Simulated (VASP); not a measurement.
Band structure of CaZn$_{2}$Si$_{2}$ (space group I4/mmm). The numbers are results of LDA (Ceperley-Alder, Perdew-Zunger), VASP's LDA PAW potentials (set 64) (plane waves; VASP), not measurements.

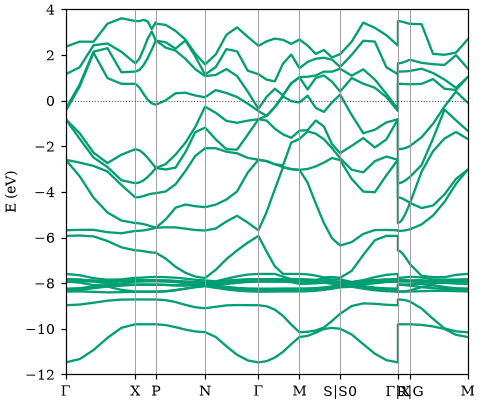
Figure. Bands along high-symmetry lines, zero at the valence-band maximum or, without a gap, the Fermi level

Read the plot: is there a gap, and where are the band edges?

It has no gap at this level: it comes out as a metal or semimetal.

The structure comes from a computed database's CaZn2Si2 entry (I4/mmm); how it stands against other phases isn't given here. The cell was not relaxed at this level.
